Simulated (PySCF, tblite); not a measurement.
# C6H10N2SSi: geometry, infrared bands and NMR shifts

Wanted: the infrared bands and NMR shifts of C6H10N2SSi (`C=Cc1cc(SC[SiH3])n[nH]1`), by calculation.

Computed with tblite 0.8.0 and PySCF 2.14.0, with density-fitted response routines of our own, on a single molecule in the gas phase. Atoms count from 0, in the outputs and in this text.

**1. The molecule as given**

20 atoms, charge 0, multiplicity 1; geometry from: force field or distance geometry start.

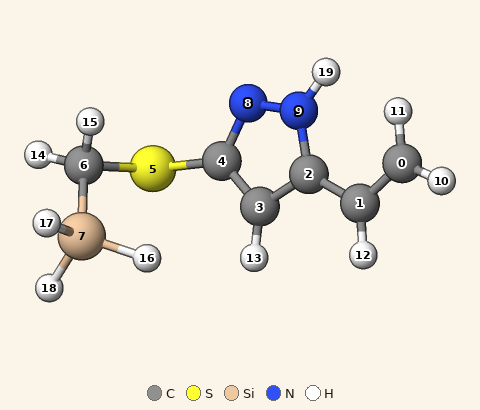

The starting geometry (carbon grey, sulfur yellow, silicon light orange, nitrogen blue, hydrogen white), atoms numbered.

**2. Relaxing the molecule with GFN2-xTB**

Job settings and geometry (Å):

```
{"job": {"kind": "relax", "xc": "GFN2-xTB", "basis": "xTB"}, "charge": 0, "multiplicity": 1}
C      3.779000    -1.110300    -0.448600
C      2.526900    -1.280500    -0.914800
C      1.584400    -0.196900    -0.673500
C      0.231800    -0.144500    -1.082300
C     -0.291900     1.050300    -0.645900
S     -1.914300     1.741700    -0.818700
C     -2.870900     1.287300     0.623400
Si    -3.149000    -0.530400     0.633900
N      0.731300     1.703300    -0.019900
N      1.825000     0.975600    -0.027300
H      4.544000    -1.872900    -0.576300
H      4.064100    -0.194000     0.075000
H      2.233000    -2.203300    -1.417000
H     -0.274100    -0.932300    -1.616100
H     -3.784900     1.912500     0.771600
H     -2.228500     1.540100     1.531600
H     -2.032600    -1.208200    -0.029200
H     -3.342600    -1.041400     2.011500
H     -4.363500    -0.784200    -0.197100
H      2.727800     1.298800     0.406800
```

The run is started by

```console
OMP_NUM_THREADS=1 python probes_run.py task.json out
```

This one command runs all jobs of the session in turn.

**Question.** This job is followed by: GFN2-xTB harmonic vibrations, gas phase; GIAO PBE0/pcSseg-1 NMR shielding, non-relativistic, gas phase. What will the session give for the following? strongest single infrared mode (GFN2-xTB); zero-point energy (GFN2-xTB); ¹³C shifts against TMS (PBE0/pcSseg-1); ¹H shifts against TMS (PBE0/pcSseg-1, means over atoms taken as alike); ³³S shifts against CS2 (PBE0/pcSseg-1); ²⁹Si shifts against TMS (PBE0/pcSseg-1); ¹⁵N shifts against NH3 (PBE0/pcSseg-1); surface potential, least and greatest.

As calculated:

| quantity | value |
| --- | --- |
| strongest single infrared mode (GFN2-xTB) | 785 cm⁻¹, 360 km/mol |
| zero-point energy (GFN2-xTB) | 89.9 kcal/mol |
| ¹³C shifts against TMS (PBE0/pcSseg-1) | 154.1, 146.5, 132.5, 116.0, 110.4, 12.2 ppm |
| ¹H shifts against TMS (PBE0/pcSseg-1, means over atoms taken as alike) | 9.58, 6.78, 6.10, 5.69, 5.47, 3.94, 2.34 ppm |
| ³³S shifts against CS2 (PBE0/pcSseg-1) | -9 ppm |
| ²⁹Si shifts against TMS (PBE0/pcSseg-1) | -74.8 ppm |
| ¹⁵N shifts against NH3 (PBE0/pcSseg-1) | 324.3, 207.4 ppm |
| surface potential, least and greatest | -1.04 V and 2.24 V |

The optimisation took 192 steps and gained 0.883 eV; among the close pairs (by a distance rule), C6–Si7 changed most, from 1.839 to 1.904 Å. No mode is imaginary among the 54: a minimum at this level. Unscaled tight-binding wavenumbers are off by several per cent, some by more. Its intensities can rank the bands wrongly. At PBE0/pcSseg-1: Shielding is most anisotropic at N8 (span 458 ppm, paramagnetic term -384 ppm). NICS(1)zz of -25 ppm above the planar ring from C2 marks a diatropic (aromatic) ring current. At PBE0/pcSseg-1, counted by nearest atom on the grid, the HOMO lies on S5 51 %; N8, N9 about 10 % each, the LUMO on C0 23 %; C1 18 %.
